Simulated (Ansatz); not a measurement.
# AlH₃NSi (SMILES [NH+]1=[Si][AlH2-]1) (doublet): what the fields show

Input

```
crystal:
  periodic: [false, false, false]
  atoms:
    - {symbol: Al, position_ang: [-1.017949, -1.054307, 2.393642]}
    - {symbol: "N", position_ang: [0.679670, -1.778926, 2.729840]}
    - {symbol: Si, position_ang: [0.719132, -2.838490, 1.418165]}
    - {symbol: H, position_ang: [-2.251795, -1.679191, 3.171793]}
    - {symbol: H, position_ang: [1.369457, -1.605465, 3.459374]}
    - {symbol: H, position_ang: [-1.087896, 0.315782, 1.595935]}
basis:
  gaussian: {orbitals: def2-TZVPD}
magnetization: {spin_polarized: true, initial_magnetization: 1}
hamiltonian: {xc: {name: PBE0}}
output: {forces: true, orbitals: {seedname: orbitals}}
```

Run with:

```sh
ansatz run input.yaml --threads 1 --pin off --max-ram 2610MiB --events-out events.jsonl --progress --plain --runs-dir runs
```

Geometry: PBE0-D3(BJ)/def2-SVP.

Computed with isolated molecule in a Gaussian basis; Kohn-Sham density functional theory, functional PBE0 (Ansatz 0.2.0).

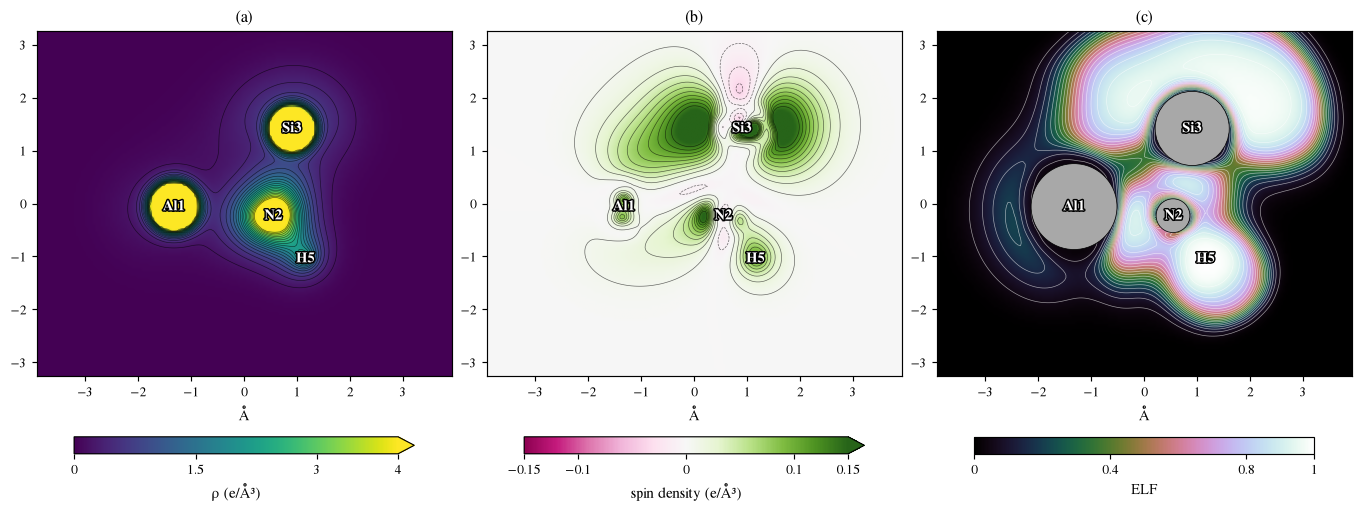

Figure 1. (a) total electron density; (b) spin density (α minus β); (c) electron localisation function on the plane of atoms Al1, Si3 and N2. Grey discs cover the atomic cores in the ELF map.

### Interpret the plot.

The plane passes through Al, N, Si and H nuclei.
Si–N (1.69 Å): the density is about 1.2 e/Å³ at the midpoint; the ELF peaks at about 0.90 between the atoms, as expected for a polar covalent bond.
Al–N (1.88 Å): ρ at the midpoint is about 0.68 e/Å³; the ELF peaks at about 0.90 in the valence shell of N, 0.7 Å from its nucleus, and is about 0.65 at the midpoint.
Al–Si (2.67 Å): the density is about 0.32 e/Å³ at the midpoint, with its minimum of 0.27 e/Å³ about 0.9 Å from Al; the ELF is about 0.35 at the midpoint.
N–H (1.02 Å): the density is about 2.8 e/Å³ at the midpoint; the ELF climbs to about 1 towards the hydrogen, as it does in any bond to H: a covalent bond by its length.
The ELF also peaks beside Si3, away from the bonds: non-bonding electrons, paired or unpaired.
The unpaired spin (1 electron) lies mostly on Si3 (about 0.6) and Al1 (about 0.3), in electrons by Hirshfeld's partition.

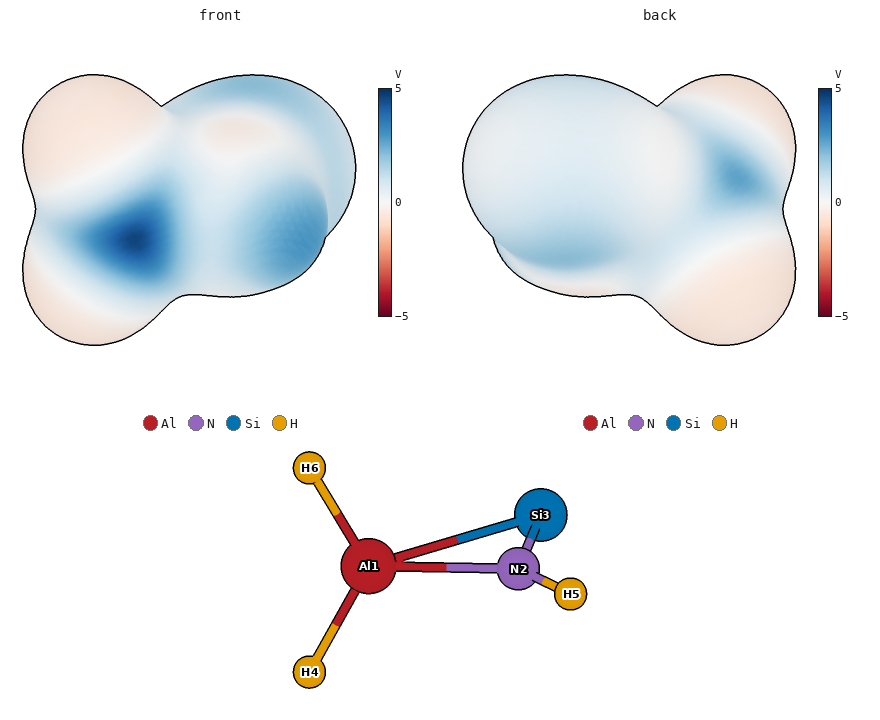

Figure 2. The electrostatic potential painted on the density surface at 0.004 e/bohr³, seen from the front and from behind; the colour scale runs from red (negative) to blue (positive). The bare structure is drawn below in the same view.

### Which sites attract a positive test charge, and which a negative one?

A positive charge is drawn to the negative regions and a negative charge to the positive ones. The most negative region (about −0.6 V) lies over H4 and H6, the most positive (about +4.3 V) over Al1.

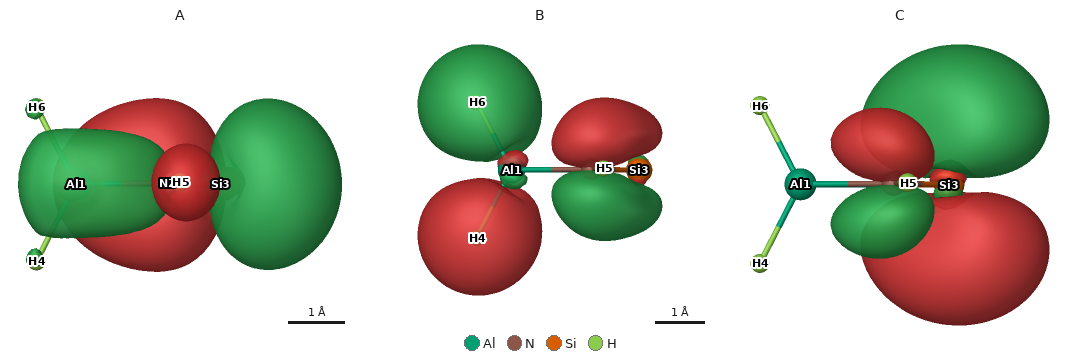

Figure 3. Three frontier orbitals at ±0.08 Å⁻³ᐟ² (green and red are the two phases), in no order.

### Which picture is the HOMO−1, the HOMO and the LUMO? All are α orbitals.

B is the HOMO−1 (α) (−7.85 eV). By Hirshfeld shares it lies mainly on Al1 (about 25 %), H4 (about 25 %), H6 (about 25 %) and N2 (about 20 %). A is the HOMO (α) (−5.62 eV). It lies mainly on Si3 (about 65 %), Al1 (about 25 %) and N2 (about 10 %). C is the LUMO (α) (−2.09 eV). By Hirshfeld shares it lies mainly on Si3 (about 80 %) and N2 (about 15 %).

### What is the gap between the highest occupied and lowest empty α orbitals?

3.53 eV between the orbital energies.
